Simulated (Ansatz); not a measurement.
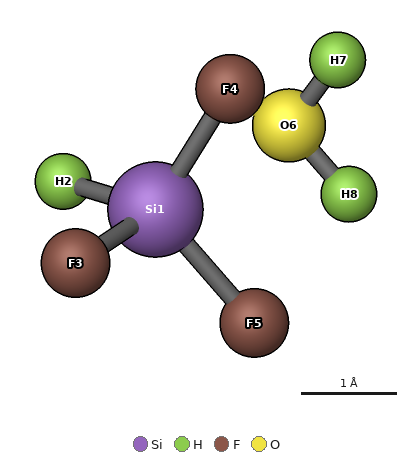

Figure 1. The starting structure (ball-and-stick view, seen at a tilt; atoms are numbered from 1 in the order of the input). Bond lengths as drawn: F–Si 1.61 to 1.62 Å, H–O 0.97 Å and H–Si 1.46 Å.

# Nudged elastic band, with input and output: SiH$_{3}$OF$_{3}$

- system: SiH$_{3}$OF$_{3}$
- method: RKS B3LYP/def2-SVP (Ansatz 0.2.0)

It belongs to a series of runs on one base structure; here: band between the two ends. Figures and captions count atoms from 1; the log counts them from 0 in places.

**Input file**
```yaml
crystal:
  periodic: [false, false, false]
  atoms:
    - { symbol: Si, position_ang: [0.254294, 0.020908, 0.029782] }
    - { symbol: H, position_ang: [0.558922, 0.442082, 1.392527] }
    - { symbol: F, position_ang: [1.64693, 0.074412, -0.78598] }
    - { symbol: F, position_ang: [-0.711696, 1.001948, -0.81638] }
    - { symbol: F, position_ang: [-0.223268, -1.512818, -0.14589] }
    - { symbol: O, position_ang: [-1.988713, -0.087491, 1.241222] }
    - { symbol: H, position_ang: [-2.543615, 0.43544, 0.643357] }
    - { symbol: H, position_ang: [-2.254856, -1.004181, 1.075261] }
basis:
  gaussian: { orbitals: def2-SVP }
hamiltonian:
  xc: b3lyp
neb:
  order_check: false
  images: 7
  f_tol: 0.05
  max_iterations: 60
  final_atoms:
    - { symbol: Si, position_ang: [-0.21874878, -0.23721597, -0.88075811] }
    - { symbol: H, position_ang: [-1.4331304, 0.87921239, 3.50801651] }
    - { symbol: F, position_ang: [1.30480255, -0.46867285, -0.45011237] }
    - { symbol: F, position_ang: [-0.34532534, 1.20819876, -1.53938417] }
    - { symbol: F, position_ang: [-0.56000298, -1.34647939, -1.98328499] }
    - { symbol: O, position_ang: [-1.23981079, -0.30078109, 0.38222633] }
    - { symbol: H, position_ang: [-1.39151349, -1.13557746, 0.84069143] }
    - { symbol: H, position_ang: [-1.37827278, 0.7716156, 2.75650437] }
  initial_path:
    images:
      - { positions_ang: [[0.254294, 0.020908, 0.029782], [0.558922, 0.442082, 1.392527], [1.64693, 0.074412, -0.78598], [-0.711696, 1.001948, -0.81638], [-0.223268, -1.512818, -0.14589], [-1.988713, -0.087491, 1.241222], [-2.543615, 0.43544, 0.643357], [-2.254856, -1.004181, 1.075261]] }
      - { positions_ang: [[0.18733833, 0.00807493, 0.01455046], [0.43516519, 0.3492107, 1.48798907], [1.60061341, 0.03402554, -0.74499592], [-0.72474413, 1.06364883, -0.76262326], [-0.36862887, -1.47000794, -0.22308509], [-1.9575026, -0.05600536, 1.09846574], [-2.51839859, 0.17353587, 0.52219421], [-1.91584475, -0.73218257, 1.24140381]] }
      - { positions_ang: [[0.12038267, -0.00475813, -0.00068108], [0.31140838, 0.25633939, 1.58345113], [1.55429683, -0.00636092, -0.70401185], [-0.73779225, 1.12534966, -0.70886652], [-0.51398974, -1.42719788, -0.30028019], [-1.9262922, -0.02451971, 0.95570947], [-2.49318218, -0.08836827, 0.40103141], [-1.5768335, -0.46018413, 1.40754662]] }
      - { positions_ang: [[0.053427, -0.0175912, -0.01591262], [0.18765157, 0.16346809, 1.6789132], [1.50798024, -0.04674738, -0.66302777], [-0.75084038, 1.18705048, -0.65510978], [-0.65935061, -1.38438782, -0.37747528], [-1.89508181, 0.00696593, 0.81295321], [-2.46796577, -0.3502724, 0.27986862], [-1.23782224, -0.1881857, 1.57368943]] }
      - { positions_ang: [[-0.01352866, -0.03042426, -0.03114415], [0.06389477, 0.07059679, 1.77437526], [1.46166365, -0.08713384, -0.62204369], [-0.76388851, 1.24875131, -0.60135305], [-0.80471149, -1.34157776, -0.45467037], [-1.86387141, 0.03845158, 0.67019695], [-2.44274936, -0.61217654, 0.15870583], [-0.89881099, 0.08381273, 1.73983223]] }
      - { positions_ang: [[-0.06483369, -0.08212219, -0.24354764], [-0.31036152, 0.27275069, 2.20778557], [1.42244838, -0.18251859, -0.57906086], [-0.65924771, 1.23861317, -0.83586083], [-0.74353436, -1.34280317, -0.83682403], [-1.70785625, -0.04635659, 0.59820429], [-2.17994039, -0.74302677, 0.32920223], [-1.01867644, 0.25576345, 1.99400027]] }
      - { positions_ang: [[-0.11613872, -0.13382012, -0.45595113], [-0.68461781, 0.47490459, 2.64119588], [1.3832331, -0.27790334, -0.53607803], [-0.55460692, 1.22847504, -1.07036861], [-0.68235723, -1.34402858, -1.21897768], [-1.5518411, -0.13116476, 0.52621164], [-1.91713142, -0.873877, 0.49969863], [-1.13854189, 0.42771417, 2.2481683]] }
      - { positions_ang: [[-0.16744375, -0.18551804, -0.66835462], [-1.05887411, 0.67705849, 3.0746062], [1.34401783, -0.3732881, -0.4930952], [-0.44996613, 1.2183369, -1.30487639], [-0.62118011, -1.34525398, -1.60113133], [-1.39582594, -0.21597292, 0.45421899], [-1.65432246, -1.00472723, 0.67019503], [-1.25840733, 0.59966488, 2.50233634]] }
      - { positions_ang: [[-0.21874878, -0.23721597, -0.88075811], [-1.4331304, 0.87921239, 3.50801651], [1.30480255, -0.46867285, -0.45011237], [-0.34532534, 1.20819876, -1.53938417], [-0.56000298, -1.34647939, -1.98328499], [-1.23981079, -0.30078109, 0.38222633], [-1.39151349, -1.13557746, 0.84069143], [-1.37827278, 0.7716156, 2.75650437]] }
```

Machine: 2 threads of Arm Neoverse V1, 24 GiB of memory available, shared host.

Launch command:
```bash
ansatz run input.yaml --threads 2 --pin off --max-ram 3072MiB --backend cpu --events-out ev --progress --plain --runs-dir out
```

**The program's output**
```
Engine: ansatz 0.2.0, aarch64-unknown-linux-gnu
Functional definition: B3LYP
  parameter a0 = 0.2
  parameter ax = 0.72
  parameter ac = 0.81
  exchange = (1 - a0 - ax)*slater_x + ax*b88_x + a0*exact_x
  correlation = (1 - ac)*vwn_rpa_c + ac*lyp_c
887 factors; integrals over basis functions are off by at most 4.8e-4 eV
mean field evaluation 1: about -18112.3535 eV, gradient 6.6e1 eV
mean field evaluation 2: about -18103.9530 eV, gradient 9.8e1 eV
mean field evaluation 4: about -18119.0783 eV, gradient 2.0e0 eV
mean field evaluation 8: about -18119.0939 eV, gradient 4.5e-2 eV
mean field -18119.09391328 eV, -665.8644197500 hartree, gradient 9.6e-6 eV, S^2 0.000000; 0 other end points of the search recorded, 0 dependent functions left out
the calculation of the forces begins
reference -18119.09411603 eV, -665.8644272010 hartree; 26, 26 occupied and 63, 63 virtual orbitals, 887 factors
885 factors; integrals over basis functions are off by at most 4.1e-4 eV
mean field evaluation 16: about -18112.5383 eV, gradient 6.7e1 eV
mean field -18119.63174051 eV, -665.8841845362 hartree, gradient 6.8e-5 eV, S^2 0.000000; 0 other end points of the search recorded, 0 dependent functions left out
[... from here on the field's lines of each further geometry are left out, up to the last ...]
NEB iter   1: max|band force component| = 3.752e1 eV/Å  barrier→ = 5.1342 eV  barrier← = 5.6721 eV  Δτ_max = 0.2000 Å  (223 SCF iters)
NEB iter   2: max|band force component| = 5.766e0 eV/Å  barrier→ = 2.6996 eV  barrier← = 3.2374 eV  Δτ_max = 0.2000 Å  (198 SCF iters)
NEB iter   3: max|band force component| = 3.406e0 eV/Å  barrier→ = 2.0398 eV  barrier← = 2.5776 eV  Δτ_max = 0.2000 Å  (185 SCF iters)
NEB iter   4: max|band force component| = 2.653e0 eV/Å  barrier→ = 1.7564 eV  barrier← = 2.2943 eV  Δτ_max = 0.2000 Å  (191 SCF iters)
NEB iter   5: max|band force component| = 1.683e0 eV/Å  barrier→ = 1.0748 eV  barrier← = 1.6127 eV  Δτ_max = 0.2000 Å  (180 SCF iters)
NEB iter   6: max|band force component| = 1.120e0 eV/Å  barrier→ = 0.9801 eV  barrier← = 1.5179 eV  Δτ_max = 0.1999 Å  (178 SCF iters)
NEB iter   7: max|band force component| = 6.481e-1 eV/Å  barrier→ = 0.9422 eV  barrier← = 1.4801 eV  Δτ_max = 0.1305 Å  (171 SCF iters)
NEB iter   8: max|band force component| = 1.465e0 eV/Å  barrier→ = 0.8292 eV  barrier← = 1.3670 eV  CI = image 4  Δτ_max = 0.1947 Å  (169 SCF iters)
NEB iter   9: max|band force component| = 2.126e0 eV/Å  barrier→ = 1.2621 eV  barrier← = 1.7999 eV  CI = image 4  Δτ_max = 0.2000 Å  (170 SCF iters)
NEB iter  10: max|band force component| = 1.335e0 eV/Å  barrier→ = 1.7962 eV  barrier← = 2.3341 eV  CI = image 4  Δτ_max = 0.1964 Å  (172 SCF iters)
NEB iter  11: max|band force component| = 8.951e-1 eV/Å  barrier→ = 1.7668 eV  barrier← = 2.3046 eV  CI = image 4  Δτ_max = 0.1979 Å  (168 SCF iters)
NEB iter  12: max|band force component| = 1.147e0 eV/Å  barrier→ = 1.6343 eV  barrier← = 2.1721 eV  CI = image 4  Δτ_max = 0.1011 Å  (171 SCF iters)
NEB iter  13: max|band force component| = 3.918e-1 eV/Å  barrier→ = 1.7221 eV  barrier← = 2.2599 eV  CI = image 4  Δτ_max = 0.0639 Å  (168 SCF iters)
NEB iter  14: max|band force component| = 1.697e-1 eV/Å  barrier→ = 1.7171 eV  barrier← = 2.2550 eV  CI = image 4  Δτ_max = 0.0174 Å  (162 SCF iters)
NEB iter  15: max|band force component| = 8.379e-2 eV/Å  barrier→ = 1.7150 eV  barrier← = 2.2529 eV  CI = image 4  Δτ_max = 0.0677 Å  (160 SCF iters)
NEB iter  16: max|band force component| = 1.623e-1 eV/Å  barrier→ = 1.7133 eV  barrier← = 2.2511 eV  CI = image 4  Δτ_max = 0.0259 Å  (158 SCF iters)
NEB iter  17: max|band force component| = 5.657e-2 eV/Å  barrier→ = 1.7121 eV  barrier← = 2.2500 eV  CI = image 4  Δτ_max = 0.0341 Å  (166 SCF iters)
NEB iter  18: max|band force component| = 7.435e-2 eV/Å  barrier→ = 1.7102 eV  barrier← = 2.2480 eV  CI = image 4  Δτ_max = 0.0170 Å  (161 SCF iters)
NEB iter  19: max|band force component| = 6.201e-2 eV/Å  barrier→ = 1.7090 eV  barrier← = 2.2469 eV  CI = image 4  Δτ_max = 0.0341 Å  (162 SCF iters)
NEB iter  20: max|band force component| = 5.520e-2 eV/Å  barrier→ = 1.7062 eV  barrier← = 2.2440 eV  CI = image 4  Δτ_max = 0.0341 Å  (156 SCF iters)
NEB iter  21: max|band force component| = 4.939e-2 eV/Å  barrier→ = 1.7035 eV  barrier← = 2.2413 eV  CI = image 4  Δτ_max = 0.0324 Å  (157 SCF iters)
NEB iter  22: max|band force component| = 7.415e-2 eV/Å  barrier→ = 1.7004 eV  barrier← = 2.2382 eV  CI = image 4  Δτ_max = 0.0341 Å  (24 SCF iters)
NEB iter  23: max|band force component| = 9.469e-2 eV/Å  barrier→ = 1.6971 eV  barrier← = 2.2349 eV  CI = image 4  Δτ_max = 0.0341 Å  (159 SCF iters)
NEB iter  24: max|band force component| = 1.075e-1 eV/Å  barrier→ = 1.6937 eV  barrier← = 2.2316 eV  CI = image 4  Δτ_max = 0.0682 Å  (162 SCF iters)
NEB iter  25: max|band force component| = 8.446e-2 eV/Å  barrier→ = 1.6903 eV  barrier← = 2.2282 eV  CI = image 4  Δτ_max = 0.0682 Å  (157 SCF iters)
NEB iter  26: max|band force component| = 7.576e-2 eV/Å  barrier→ = 1.6875 eV  barrier← = 2.2253 eV  CI = image 4  Δτ_max = 0.0679 Å  (163 SCF iters)
NEB iter  27: max|band force component| = 7.008e-2 eV/Å  barrier→ = 1.6846 eV  barrier← = 2.2225 eV  CI = image 4  Δτ_max = 0.0407 Å  (163 SCF iters)
NEB iter  28: max|band force component| = 7.874e-2 eV/Å  barrier→ = 1.6817 eV  barrier← = 2.2195 eV  CI = image 4  Δτ_max = 0.0424 Å  (160 SCF iters)
NEB iter  29: max|band force component| = 8.484e-2 eV/Å  barrier→ = 1.6778 eV  barrier← = 2.2157 eV  CI = image 4  Δτ_max = 0.0337 Å  (163 SCF iters)
NEB iter  30: max|band force component| = 9.670e-2 eV/Å  barrier→ = 1.6737 eV  barrier← = 2.2115 eV  CI = image 4  Δτ_max = 0.0278 Å  (160 SCF iters)
NEB iter  31: max|band force component| = 1.044e-1 eV/Å  barrier→ = 1.6691 eV  barrier← = 2.2070 eV  CI = image 4  Δτ_max = 0.0341 Å  (165 SCF iters)
NEB iter  32: max|band force component| = 1.136e-1 eV/Å  barrier→ = 1.6640 eV  barrier← = 2.2019 eV  CI = image 4  Δτ_max = 0.0314 Å  (159 SCF iters)
NEB iter  33: max|band force component| = 1.229e-1 eV/Å  barrier→ = 1.6587 eV  barrier← = 2.1965 eV  CI = image 4  Δτ_max = 0.0342 Å  (165 SCF iters)
NEB iter  34: max|band force component| = 1.304e-1 eV/Å  barrier→ = 1.6524 eV  barrier← = 2.1903 eV  CI = image 4  Δτ_max = 0.0450 Å  (163 SCF iters)
NEB iter  35: max|band force component| = 1.438e-1 eV/Å  barrier→ = 1.6457 eV  barrier← = 2.1835 eV  CI = image 4  Δτ_max = 0.0321 Å  (162 SCF iters)
NEB iter  36: max|band force component| = 1.434e-1 eV/Å  barrier→ = 1.6396 eV  barrier← = 2.1775 eV  CI = image 4  Δτ_max = 0.0378 Å  (161 SCF iters)
NEB iter  37: max|band force component| = 1.467e-1 eV/Å  barrier→ = 1.6342 eV  barrier← = 2.1720 eV  CI = image 4  Δτ_max = 0.0300 Å  (163 SCF iters)
NEB iter  38: max|band force component| = 1.371e-1 eV/Å  barrier→ = 1.6292 eV  barrier← = 2.1670 eV  CI = image 4  Δτ_max = 0.0284 Å  (166 SCF iters)
NEB iter  39: max|band force component| = 1.228e-1 eV/Å  barrier→ = 1.6251 eV  barrier← = 2.1629 eV  CI = image 4  Δτ_max = 0.0275 Å  (166 SCF iters)
NEB iter  40: max|band force component| = 9.943e-2 eV/Å  barrier→ = 1.6216 eV  barrier← = 2.1594 eV  CI = image 4  Δτ_max = 0.0307 Å  (167 SCF iters)
NEB iter  41: max|band force component| = 6.548e-2 eV/Å  barrier→ = 1.6185 eV  barrier← = 2.1563 eV  CI = image 4  Δτ_max = 0.0312 Å  (166 SCF iters)
the calculation of the forces begins
reference -18119.62841764 eV, -665.8840624231 hartree; 26, 26 occupied and 63, 63 virtual orbitals, 885 factors
889 factors; integrals over basis functions are off by at most 9.8e-4 eV
mean field -18117.47757649 eV, -665.8050204687 hartree, gradient 6.6e-5 eV, S^2 0.000000; 1 other end points of the search recorded, 0 dependent functions left out
the calculation of the forces begins
reference -18117.47777014 eV, -665.8050275853 hartree; 26, 26 occupied and 63, 63 virtual orbitals, 889 factors
NEB iter  42: max|band force component| = 3.541e-2 eV/Å  barrier→ = 1.6163 eV  barrier← = 2.1542 eV  CI = image 4  Δτ_max = 0.0000 Å  (338 SCF iters)
```

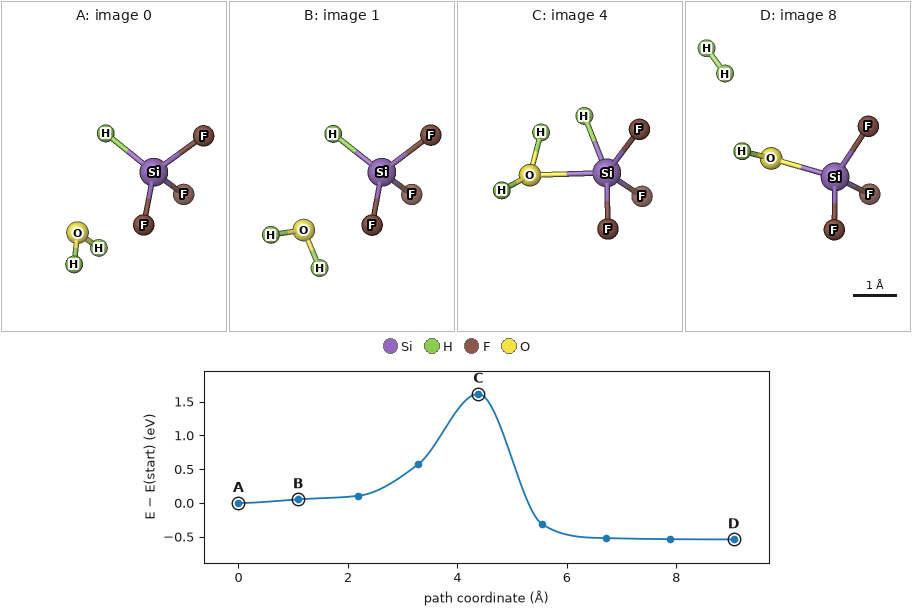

Figure 2. Images of the last band (counted from 0; ball-and-stick, seen at a tilt) above the energy along the path; the line is a cubic interpolation that uses the forces. The highest image is number 4, 1.616 eV above the start and 2.154 eV above the end (the climbing image); the end lies 0.538 eV below the start. The path is 9.05 Å long. The band converged in 42 iterations.

```
Total energy: -18117.47777014 eV, -665.8050275853 hartree
Atom 0 at    -0.269346     0.031526    -0.119087 Å, force     0.014703    -0.002290     0.019415 eV/Å
Atom 1 at    -0.060494     0.757590     1.389536 Å, force    -0.016684     0.012941    -0.018959 eV/Å
Atom 2 at     1.154447    -0.703530     0.085682 Å, force    -0.009849    -0.003454     0.006519 eV/Å
Atom 3 at    -0.258170     1.468701    -0.844228 Å, force     0.011960     0.009224    -0.013365 eV/Å
Atom 4 at    -0.833575    -0.895937    -1.332822 Å, force    -0.008869     0.012027    -0.004819 eV/Å
Atom 5 at    -1.702718    -0.354617     0.908284 Å, force     0.021606    -0.006855     0.037695 eV/Å
Atom 6 at    -2.284193    -1.136235     0.915398 Å, force    -0.001096     0.004247    -0.001524 eV/Å
Atom 7 at    -1.007953     0.202802     1.631137 Å, force    -0.011770    -0.025840    -0.024962 eV/Å
Dipole moment:    -0.572940    -0.276496     0.621190 e Å
this run last wrote the band of iteration 42 to [file]; this run last wrote the band within `neb.f_tol` of iteration 21 to [file]
```

**The last band as extended XYZ (Å, eV, eV/Å)**
```
8
Properties=species:S:1:pos:R:3:forces:R:3 image=0 energy=-18119.09391
Si    0.2543    0.0209    0.0298   -0.0002  -0.0026  -0.0144
H     0.5589    0.4421    1.3925    0.0008   0.0033   0.0073
F     1.6469    0.0744   -0.7860   -0.0006   0.0006   0.0060
F    -0.7117    1.0019   -0.8164   -0.0019  -0.0068   0.0014
F    -0.2233   -1.5128   -0.1459   -0.0032   0.0038  -0.0005
O    -1.9887   -0.0875    1.2412    0.0003  -0.0010  -0.0001
H    -2.5436    0.4354    0.6434    0.0018   0.0041   0.0025
H    -2.2549   -1.0042    1.0753    0.0031  -0.0013  -0.0023
8
Properties=species:S:1:pos:R:3:forces:R:3 image=1 energy=-18119.03859
Si    0.2496    0.0470   -0.0292    0.0009  -0.0025   0.0044
H     0.5044    0.2547    1.3937    0.0083   0.0074   0.0008
F     1.7021    0.0409   -0.7361   -0.0003   0.0054  -0.0062
F    -0.5527    1.2090   -0.8000   -0.0111  -0.0110  -0.0023
F    -0.3665   -1.3933   -0.4206    0.0095  -0.0111   0.0140
O    -2.0261    0.0520    1.1100    0.0049   0.0048   0.0093
H    -2.6515   -0.1453    0.3972   -0.0112   0.0380  -0.0099
H    -2.1214   -0.6945    1.7189   -0.0009  -0.0310  -0.0102
8
Properties=species:S:1:pos:R:3:forces:R:3 image=2 energy=-18118.98653
Si    0.2013    0.0569   -0.0992    0.0266  -0.0050   0.0022
H     0.3868    0.1552    1.3474    0.0301  -0.0394   0.0017
F     1.6943   -0.1202   -0.6881    0.0240   0.0389  -0.0517
F    -0.3724    1.3783   -0.8036   -0.0232  -0.0137   0.0112
F    -0.5584   -1.2546   -0.6632    0.0238  -0.0324   0.0383
O    -2.1047    0.0362    0.9703   -0.0178   0.0259   0.0073
H    -2.4508   -0.8062    0.6399   -0.0119   0.0284  -0.0223
H    -2.0581   -0.0754    1.9303   -0.0516  -0.0027   0.0133
8
Properties=species:S:1:pos:R:3:forces:R:3 image=3 energy=-18118.51926
Si   -0.0032    0.0988   -0.1035    0.1634   0.0199  -0.0179
H     0.1583    0.5321    1.3056    0.1078  -0.1425  -0.0540
F     1.4946   -0.4939   -0.2868    0.2015   0.1325  -0.2391
F    -0.2357    1.4617   -0.9272    0.0128  -0.0045  -0.0573
F    -0.7706   -1.0253   -1.0003    0.0316  -0.0834   0.1978
O    -1.9519   -0.1437    0.9400   -0.1339   0.1471   0.0510
H    -2.3433   -1.0290    0.8670   -0.0224   0.0701  -0.0144
H    -1.6102   -0.0304    1.8390   -0.3607  -0.1392   0.1339
8
Properties=species:S:1:pos:R:3:forces:R:3 image=4 energy=-18117.47758
Si   -0.2693    0.0315   -0.1191    0.0147  -0.0023   0.0194
H    -0.0605    0.7576    1.3895   -0.0167   0.0129  -0.0190
F     1.1544   -0.7035    0.0857   -0.0098  -0.0035   0.0065
F    -0.2582    1.4687   -0.8442    0.0120   0.0092  -0.0134
F    -0.8336   -0.8959   -1.3328   -0.0089   0.0120  -0.0048
O    -1.7027   -0.3546    0.9083    0.0216  -0.0069   0.0377
H    -2.2842   -1.1362    0.9154   -0.0011   0.0042  -0.0015
H    -1.0080    0.2028    1.6311   -0.0118  -0.0258  -0.0250
8
Properties=species:S:1:pos:R:3:forces:R:3 image=5 energy=-18119.40602
Si   -0.4458   -0.2028   -0.3239   -0.1236  -0.1314  -0.1412
H    -0.0321    0.9808    1.9264    0.0486   0.1393   0.2578
F     0.9362   -0.7489    0.2695   -0.0918   0.0002   0.0140
F    -0.2519    1.3457   -0.6656   -0.0655  -0.0654   0.0783
F    -0.6884   -0.9785   -1.7033    0.0182  -0.0846  -0.1776
O    -1.7381   -0.4619    0.6410   -0.0190  -0.0393  -0.0997
H    -2.3459   -1.1880    0.4640    0.0128  -0.0576  -0.1608
H    -0.6960    0.6239    2.0258    0.2202   0.2388   0.2293
8
Properties=species:S:1:pos:R:3:forces:R:3 image=6 energy=-18119.61261
Si   -0.4255   -0.2336   -0.6092    0.0003  -0.0021  -0.0036
H    -0.2545    1.0458    2.7879   -0.0020   0.0031   0.0175
F     0.8787   -0.7470    0.1633   -0.0025  -0.0019  -0.0074
F    -0.2678    1.3237   -0.9070    0.0017  -0.0006  -0.0056
F    -0.4723   -1.0232   -2.0013   -0.0002  -0.0030  -0.0062
O    -1.7853   -0.4411    0.2569   -0.0003  -0.0006  -0.0085
H    -2.0665   -1.3277    0.5112    0.0035  -0.0005   0.0043
H    -0.8688    0.7734    2.4320   -0.0005   0.0056   0.0095
8
Properties=species:S:1:pos:R:3:forces:R:3 image=7 energy=-18119.62820
Si   -0.3347   -0.1944   -0.7711    0.0013  -0.0006   0.0002
H    -0.7948    0.7935    3.3019   -0.0035  -0.0010   0.0041
F     1.0500   -0.3071    0.0225    0.0019  -0.0001  -0.0037
F    -0.3932    1.2262   -1.4910    0.0003  -0.0008  -0.0029
F    -0.3231   -1.3446   -1.8845   -0.0018  -0.0008  -0.0004
O    -1.6243   -0.3088    0.2122   -0.0002   0.0022  -0.0009
H    -1.8241   -1.1421    0.6546    0.0026   0.0011   0.0019
H    -1.0179    0.6477    2.5893   -0.0006  -0.0002   0.0016
8
Properties=species:S:1:pos:R:3:forces:R:3 image=8 energy=-18119.63174
Si   -0.2187   -0.2372   -0.8808   -0.0024   0.0033  -0.0005
H    -1.4331    0.8792    3.5080    0.0005   0.0009  -0.0002
F     1.3048   -0.4687   -0.4501    0.0012  -0.0013   0.0006
F    -0.3453    1.2082   -1.5394    0.0031   0.0044  -0.0035
F    -0.5600   -1.3465   -1.9833    0.0012  -0.0008  -0.0050
O    -1.2398   -0.3008    0.3822   -0.0029  -0.0048   0.0038
H    -1.3915   -1.1356    0.8407   -0.0003  -0.0019   0.0063
H    -1.3783    0.7716    2.7565   -0.0003   0.0003  -0.0015
```

**Results in brief**

```tsv
quantity	value
outcome	converged
barrier, forward	1.616 eV
barrier, backward	2.154 eV
wall time	7.3 min (CPU time 14 min)
peak memory	0.18 GiB
```

**Remarks**

The order of the saddle point was not checked.
